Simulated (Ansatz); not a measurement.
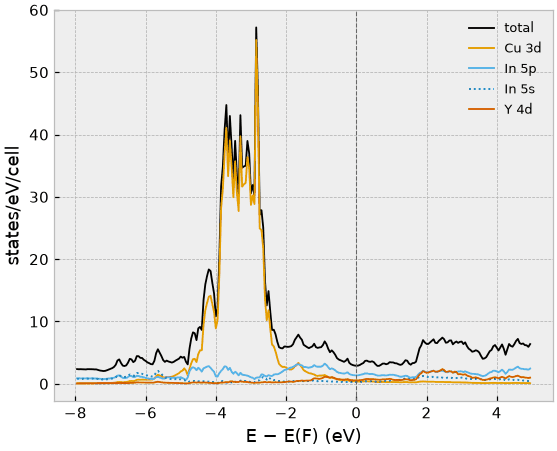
Total and projected density of states of YIn₆Cu₆ in space group Immm (No. 71; Pearson symbol oI26), plane-wave PAW r²SCAN (Ansatz code)

**Question.** Which orbitals carry the states next to the Fermi level?

**Answer.** Within 0.5 eV of the Fermi level: In 5p 46 %, Y 4d 20 %, Cu 3d 13 %, In 5s 10 %, outside the projected shells 6 %. Projections are on Löwdin-orthogonalised atomic valence shells; empty p or d shells of many metals are not among them.

**Question.** Where is the tallest occupied peak in this window, and what makes it?

**Answer.** Near -2.8 eV, about 57 states/eV per cell; the largest projected share is Cu 3d.

The first step of the workflow began from a Materials Project structure, measured or hypothetical; the Crystallography Open Database copy checked does not list it. Whether it is the stable phase at ambient conditions was not checked. The r²SCAN relaxation kept the symmetry of its start; its stability against distortions is not shown here. The run is not spin-polarised. Spin–orbit coupling is left out wherever it is not named.

Potentials: the later of the program's two PAW sets.
